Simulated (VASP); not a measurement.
Band structure of NaTiS₂ (space group R-3m). Calculation: LDA (Ceperley-Alder, Perdew-Zunger), VASP's LDA PAW potentials (set 64) (plane waves; VASP 6.6.1).

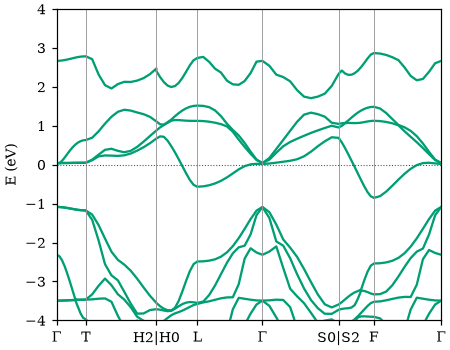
Fig. 1. Bands along high-symmetry lines, zero at the valence-band maximum or, without a gap, the Fermi level

Q: Read the plot: is there a gap, and where are the band edges?

A: It has no gap at this level: it comes out as a metal or semimetal. (Edges off the drawn lines would not show.)

The structure comes from a computed database's NaTiS2 entry (R-3m); how it stands against other phases isn't given here. It was relaxed first, which changed the volume by -8 %. The electron count is odd and the run is not spin-polarised, which forces a metal.
